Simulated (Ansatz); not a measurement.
Input

```
crystal:
  periodic: [false, false, false]
  atoms:
    - {symbol: Br, position_ang: [-0.686513, -1.126088, 1.210688]}
    - {symbol: N, position_ang: [0.392416, 0.644787, -1.597166]}
    - {symbol: Si, position_ang: [0.545585, 0.217592, -0.076698]}
    - {symbol: H, position_ang: [1.663315, 0.744107, 0.713621]}
    - {symbol: H, position_ang: [-0.333004, 0.347722, -2.236346]}
basis:
  gaussian:
    orbitals: def2-TZVPD
hamiltonian:
  xc: pbe0
output:
  forces: true
  orbitals: {seedname: orbitals}
```

Command:

```sh
ansatz run input.yaml --threads 2 --pin off --max-ram 4350MiB --events-out events.jsonl --progress --plain --runs-dir runs
```

Geometry: B3LYP-D3(BJ)/6-311G**.

Theory: isolated molecule in a Gaussian basis; Kohn-Sham density functional theory, functional PBE0 in Ansatz 0.2.0.

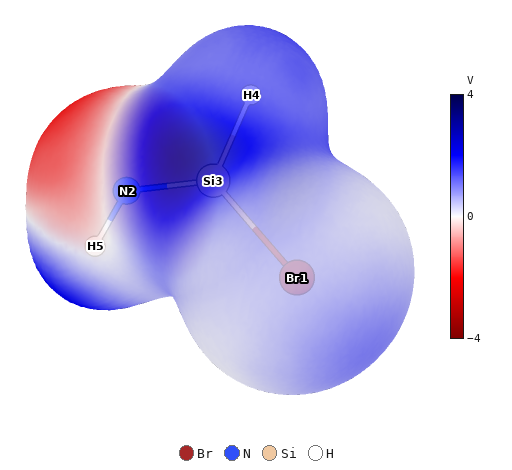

BrH$_{2}$NSi (SMILES N=[SiH]Br). The molecular electrostatic potential painted on the density surface at 0.004 e/bohr³, seen at a tilt; the colour scale runs from red (negative) to blue (positive).

**Where is the surface potential most negative and most positive?**

The most negative region (about −1.9 V) lies over N2, the most positive (about +3.1 V) over Si3. Br1 shows a σ-hole: about +1.1 V at the tip opposite its bond, against about +0.2 V on its flanks. N2 is the likeliest acceptor of a hydrogen bond.
